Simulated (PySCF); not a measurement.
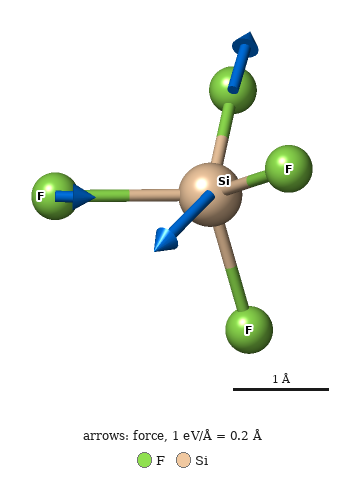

Starting geometry of SiF$_{4}$ with the computed forces as blue arrows. The picture is a ball-and-stick view, seen at a tilt.

The start comes from GFN2-xTB. Its atoms were then displaced at random by about 0.03 Å.

All numbers below come from PBE0-D3(BJ)/def2-SVP geometry optimisation, gas phase (PySCF 2.14.0, density-fitted response routines). 

Is this structure relaxed? If not, where do the atoms go?

It isn't relaxed: the largest force vector, on the Si atom, is 5.13 eV/Å. The final displacements follow the starting forces only in part (cosine between the two patterns 0.61). The energy falls by 26.4 kJ/mol in 9 geometry steps. The largest move after the best rigid fit is that of an F atom, 0.077 Å. By element the largest moves are F 0.077 Å, Si 0.034 Å. Near-neighbour distances that change, for instance: F–Si 1.501 → 1.586 Å, F–Si 1.653 → 1.586 Å. Among the angles between lasting bonds that change: F–Si–F 105.7° → 109.5°, F–Si–F 112.4° → 109.4°, F–Si–F 112.3° → 109.5°.
